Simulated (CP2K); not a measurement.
Band structure of CsAu (Pm-3m, 2 atoms in the cell).

```
CsAu
1.0
    4.18306     0.00000     0.00000
    0.00000     4.18306     0.00000
    0.00000     0.00000     4.18306
Cs Au
1 1
Direct
  0.00000   0.00000   0.00000
  0.50000   0.50000   0.50000
```

Method of the run: PBEsol, GPW, DZVP-MOLOPT-SR-GTH basis, GTH-PBE potentials (GTH_POTENTIALS) (CP2K).

Settings: CUTOFF = 500 Ry; REL_CUTOFF = 40 Ry; SMEAR/METHOD = FERMI_DIRAC; ELECTRONIC_TEMPERATURE = 580.23 K; KPOINTS/SCHEME = MONKHORST-PACK 6 6 6; GAMMA_CENTERED = T; XC_FUNCTIONAL = PBE:PBESOL; Cs/BASIS_SET = DZVP-MOLOPT-SR-GTH; Cs/POTENTIAL = GTH-PBE-q9; Au/BASIS_SET = DZVP-MOLOPT-SR-GTH; Au/POTENTIAL = GTH-PBE-q11; METHOD = GPW; EPS_DEFAULT = 1e-10; EXTRAPOLATION = USE_GUESS.

The starting cell comes from a database of computed structures (which also holds hypothetical and non-ambient phases and stackings), without a prior relaxation at this level. Its lattice was rescaled by a random factor within 2.5 % of one. Spin-orbit coupling is off. Values carry the incompleteness of an atom-centred basis. The potentials were made for another functional than the one used.

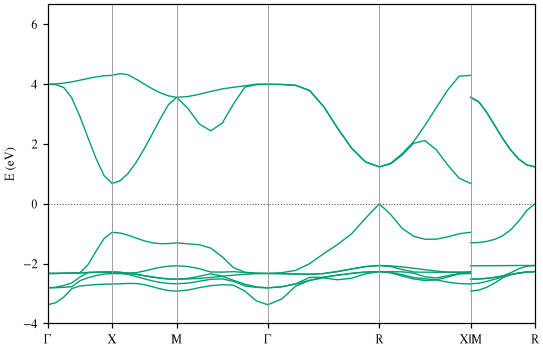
Figure. Bands along the path, energies from the top of the valence band on the SCF mesh.

Read off roughly the gap and where its edges lie.

The gap along the path is about 0.7 eV (computed: 0.68 eV), from R to X; the smallest direct gap on it is 1.23 eV.

Levels in eV from the top of the valence band on the SCF mesh, bands 7 to 11:
| point | 7 | 8 | 9 | 10 | 11 |
|---|---|---|---|---|---|
| Γ | -2.81 | -2.33 | -2.33 | -2.33 | 3.99 |
| X | -2.28 | -2.28 | -2.28 | -0.95 | 0.68 |
| M | -2.52 | -2.52 | -2.07 | -1.30 | 3.56 |
| R | -2.27 | -2.06 | -2.06 | 0.00 | 1.23 |

Higher empty bands are left out: an atom-centred basis made for the valence describes them poorly.
